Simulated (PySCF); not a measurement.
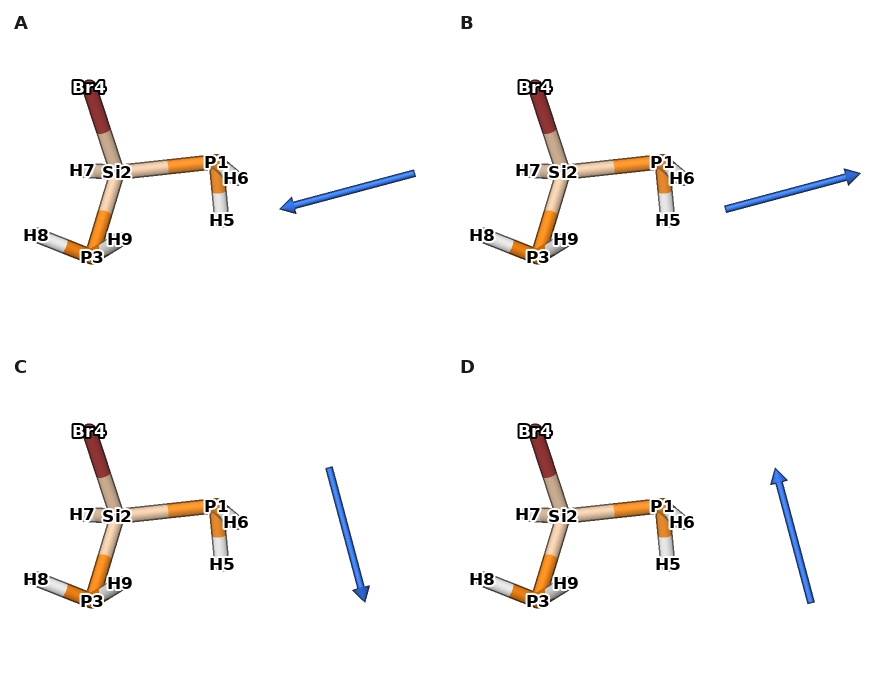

The same molecule four times, each with an arrow. The geometry was computed by an optimisation with GFN2-xTB. No frequency run is at hand to confirm it as a minimum. Properties computed with PBE0/def2-SVPD, gas phase (PySCF 2.14.0).

Question: Which arrow points along the dipole moment, from the negative to the positive end?

Answer: C. The dipole moment is 1.49 D; it points from the side of Br4 to the side of P3, H9 (the outermost atoms at the two ends).

The geometry is semi-empirical. Around Br, P, Si such bond lengths and angles can be off by a tenth of an ångström or more and by several degrees, and values that hang on the shape move with them.
